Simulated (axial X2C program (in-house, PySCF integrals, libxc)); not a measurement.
# A two-component session on NaLi: properties at the nuclei

Aim: properties at the nuclei of NaLi, with spin–orbit coupling in the Hamiltonian from the start.

Program: an in-house X2C program for linear molecules on PySCF integrals. Level of theory: two-component X2C with atomic mean-field terms, Na dyall-cv3z, Li dyall-cv3z. These are calculated values, not measurements.

### Step 1. The job

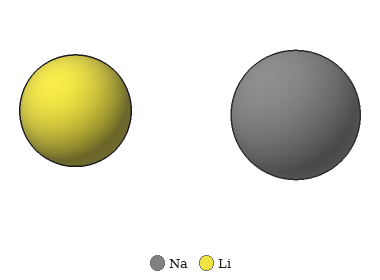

The two atoms at 2.880 Å (sodium grey, lithium yellow).

task.json

```json
{"zs": [11, 3], "q": 0, "bas": ["dyall-cv3z", "dyall-cv3z"], "r0": 2.88, "levels": ["PBE0", "HF", "BHandHLYP", "PBE50", "PBE"], "nst": 3}
```

Keys: zs atomic numbers; q charge; bas basis sets; r0 starting distance in Å; levels methods (HF also brings MP2); nst determinants followed.

On the command line:

```bash
$ python soeom.py task.json out
```

Further steps of the session: Expectation values, lowest determinant; Expectation values, a higher determinant; Expectation values, a higher determinant.

**Question.** What will these runs give? Wanted: lowest determinant; qzz Na; qzz Li; μ; higher determinant; Eeff magnitude; Ws magnitude Na; A∥/gI Na (for each run or level that gives them).

As calculated:

```
                                        quantity                                           value
                              lowest determinant                            Ω = 0 (closed shell)
                             qzz Na (a.u.), PBE0                                           -0.03
                             qzz Li (a.u.), PBE0                                            0.00
                                     μ (D), PBE0                                           -0.36
                              higher determinant       Ω = 1 (excess of +ω over −ω: 2 × ω = 1/2)
Eeff magnitude (GV/cm), PBE0, higher determinant                                         0.00651
 Ws magnitude Na (kHz), PBE0, higher determinant                                          0.0026
        A∥/gI Na (MHz), PBE0, higher determinant                                             310
         qzz Na (a.u.), PBE0, higher determinant                                           -0.06
                              higher determinant  Ω = 2 (excess of +ω over −ω: ω = 1/2, ω = 3/2)
Eeff magnitude (GV/cm), PBE0, higher determinant                                          0.0141
 Ws magnitude Na (kHz), PBE0, higher determinant                                         0.00281
        A∥/gI Na (MHz), PBE0, higher determinant                                            97.5
         qzz Na (a.u.), PBE0, higher determinant                                            0.05
```

**Reading.** The expectation values come from single determinants, which for open shells can mix terms of unlike spin or miss the lowest Ω, so a determinant need not be a state. Eeff is the effective electric field on the electron dipole moment in this Ω state and Ws the scalar–pseudoscalar constant (defined with the proton number Z and per Ω); A∥ is the parallel hyperfine constant, which follows by multiplying with the nuclear g factor gI = μI/(I μN); qzz is the electric field gradient, eQq0 = 234.96 MHz × Q/barn × qzz; μ is positive if Li is the positive end. The operators were transformed with the bare-nucleus X2C matrices.
